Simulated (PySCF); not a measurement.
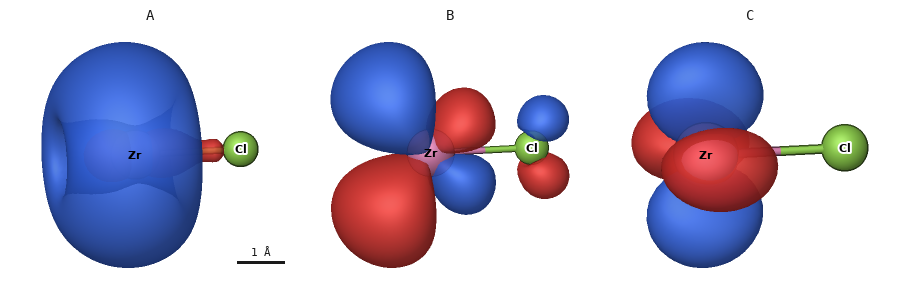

ZrCl (quartet). Three frontier α-spin orbitals, each drawn at the value that holds 80 % of its norm (blue and red are the two phases), in no order; of a degenerate pair one member is drawn.

Core potentials replace the inner electrons of Zr.

These are results of PBE0/def2-TZVPP, non-relativistic Hamiltonian with scalar-relativistic core potentials where named, at a bond length of 2.331 Å in PySCF 2.14.0, not measurements.

Question: Name the orbitals and rank them from lowest to highest energy.

Answer: Orbital A: σ, occupied in this spin, −5.12 eV; almost wholly on Zr.
Orbital C: δ, occupied in this spin, −4.46 eV; almost wholly on Zr.
Orbital B: π, empty in this spin, −1.96 eV; mainly on Zr (95 %).
